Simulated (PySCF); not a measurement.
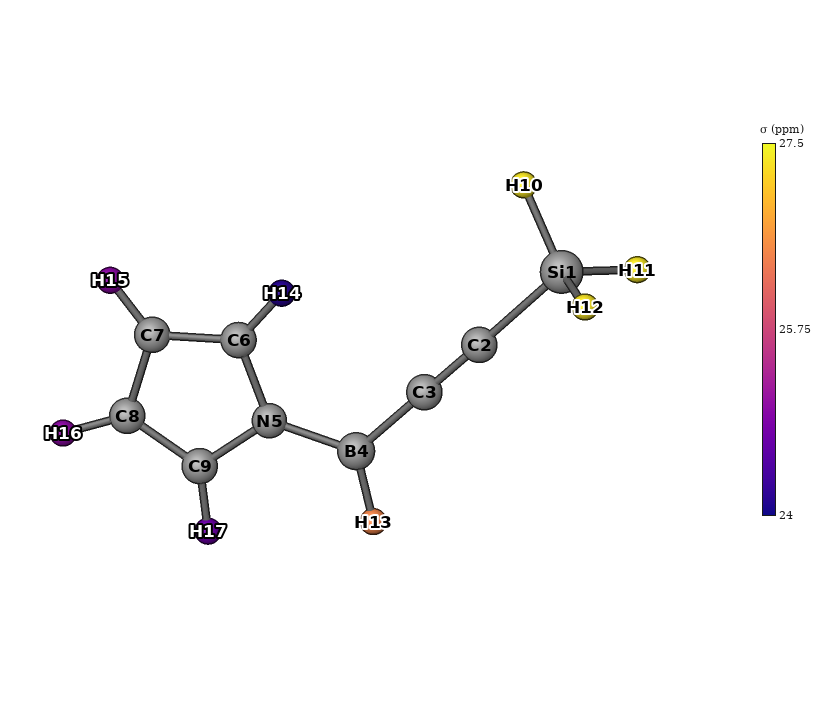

Atoms are coloured by their isotropic NMR shieldings (H only, the others grey). The geometry was computed by an optimisation with GFN2-xTB. No frequency run is at hand to confirm it as a minimum. Properties computed with GIAO PBE0/pcSseg-1 NMR shielding, non-relativistic, gas phase (PySCF 2.14.0).

List the isotropic NMR shieldings of the H atoms.

```csv
atom,σ (ppm)
H10,27.34
H11,27.34
H12,27.33
H13,26.47
H14,24.16
H15,25.00
H16,25.02
H17,24.71
```

The geometry is semi-empirical. Around B, Si such bond lengths and angles can be off by a tenth of an ångström or more and by several degrees, and values that hang on the shape move with them.
